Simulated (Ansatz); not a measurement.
System: NaTa.

Input file:

```
crystal:
  lattice:
    - [5.9695933137, 0.0, 0.0]
    - [0.0, 1.3517762735, 2.626122455]
    - [0.0, -1.3517762735, 2.626122455]
  atoms:
    - { symbol: Na, position: [0.0, 0.0194881641, 0.0194881641] }
    - { symbol: Ta, position: [0.5, 0.7303944585, 0.7303944585] }
basis:
  ecutwfc: 420
kpoints:
  mp_grid: { grid: [10, 22, 22] }
hamiltonian:
  xc: pbe
scf:
  occupations: { method: gaussian, width: 0.1 }
output:
  forces: true
  stress: true
  eigenvalues: true
  write_density: true
  write_potential: true
  elf: true
  volumetric_format: npy
relax:
  adjacent_minimum: "off"
  f_tol: 0.01
  max_steps: 80
  cell: { stress_tol: 0.05 }
```

Command:

```sh
ansatz run input.yaml --threads 1 --pin off --max-ram 2560MiB --backend cpu --events-out ev --progress --plain --runs-dir out
```

Below, planes, directions and counts refer to the conventional cell (a = 5.96 Å, b = 2.71 Å, c = 5.25 Å, α = 90.00°, β = 90.00°, γ = 90.00°).

The fields are those of the run's last geometry, not of the input's.

Space group Amm2; started from the CuAu (L1_0)_123 prototype, which need not be the ambient phase; changed on purpose from its base cell (the structure that the rattled CuAu (L1 0) type (P4/mmm, No. 123) fell into).

Theory: Ansatz, DFT PBE, scalar-relativistic, plane waves, PAW.

Question: What will maps of the valence pseudo-density and electron localisation function show?

Answer: Ta–Ta (2.71 Å): ρ at the midpoint is about 0.41 e/Å³; the ELF is about 0.35 at the midpoint.

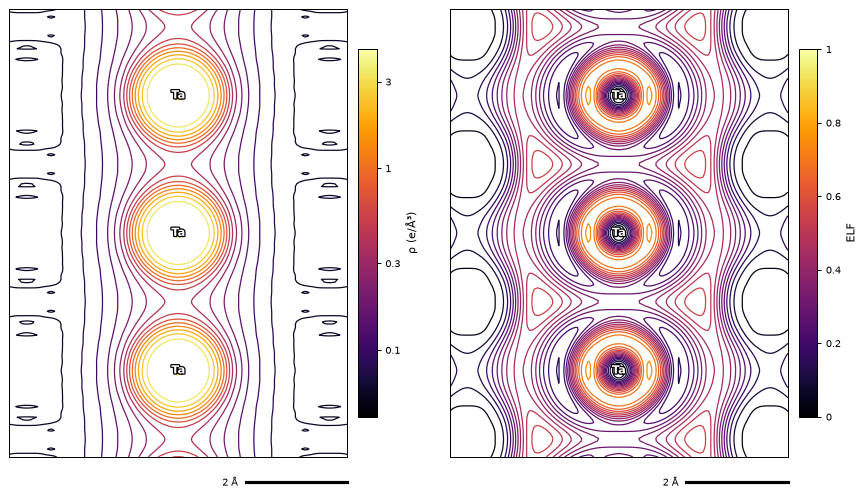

Computed valence pseudo-density and electron localisation function on the (001) plane of the conventional cell, in this order. 
